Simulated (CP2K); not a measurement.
Consider methylthioethylene at its PBE geometry (Å).

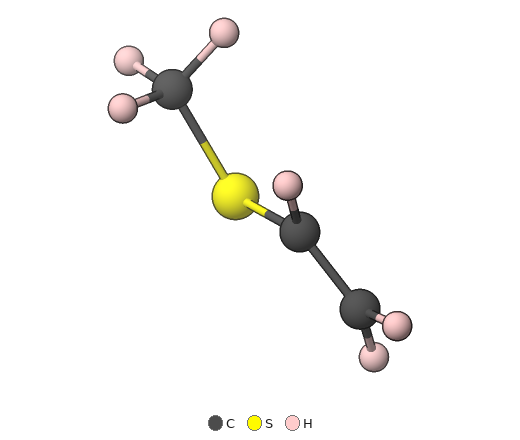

The molecule (carbon dark grey, sulfur yellow, hydrogen pink).

```xyz
10

C     2.0964   -0.3145   -0.4447
C     0.7903   -0.2922   -0.1356
S    -0.2282    1.1319   -0.1869
C    -1.8085    0.4277    0.3540
H     2.6395    0.5760   -0.7612
H     2.6535   -1.2482   -0.3860
H     0.2786   -1.2055    0.1777
H    -2.1562   -0.3456   -0.3426
H    -2.5313    1.2520    0.3562
H    -1.7341    0.0185    1.3693
```

Method: CP2K XAS_TDP, all-electron GAPW, PBEh(45%), aug-cc-pVDZ, TDA, no relativity.

Q: Where do the C K-edge lines lie, and how strong are they?

Leading lines: C1 281.04 eV, C2 281.82 eV and C4 283.83 eV. The leading line of an atom is its first one with 35 % of the strongest within 2.5 eV of its lowest line over the strength cut. 

The first six lines of each atom with a strength over 0.0015:

| atom | energy (eV) | states | strength, one atom |
| --- | --- | --- | --- |
| C1 (bonded to C and 2 H) | 281.04 | 1 | 0.0473 |
|  | 283.94 | 1 | 0.0052 |
|  | 284.36 | 1 | 0.0146 |
|  | 284.89 | 1 | 0.0022 |
|  | 285.06 | 1 | 0.0024 |
|  | 285.39 | 1 | 0.0036 |
| C2 (bonded to C, S and H) | 281.82 | 1 | 0.0542 |
|  | 284.69 | 1 | 0.0368 |
|  | 284.85 | 1 | 0.0082 |
|  | 285.63 | 1 | 0.0058 |
|  | 286.31 | 1 | 0.0015 |
|  | 287.08 | 1 | 0.0024 |
| C4 (bonded to S and 3 H) | 283.83 | 1 | 0.0394 |
|  | 284.57 | 1 | 0.0079 |
|  | 285.03 | 1 | 0.0142 |
|  | 285.26 | 1 | 0.0230 |
|  | 285.72 | 1 | 0.0085 |
|  | 286.14 | 1 | 0.0018 |

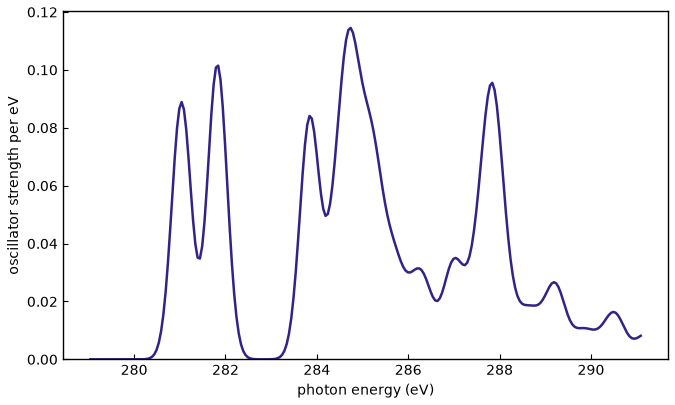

All atoms added, broadened by 0.5 eV.

Lines are vertical, at one geometry, with no vibrational structure. Without a correction of the core level, line positions, and the gaps between valence and Rydberg lines, follow the share of exact exchange. At this level such K lines come out 3 to 6 eV under measured ones. These values hold no scalar relativity, about 0.1 eV for C 1s. Rydberg lines, and the discretised continuum above threshold, depend on the basis and the box.

[Banner, clock and machine lines of the logs are left out without a mark of their own.]

[Logs are printed without paths, hosts, clocks, repeated set-up lines and the standing remarks that a program may print on its own settings, such as how far it seeks lower states.]

[Hosts, paths, dates, database ids (printed as entryN), source tags and the programs' standing remarks are cut or masked in the printed files.]
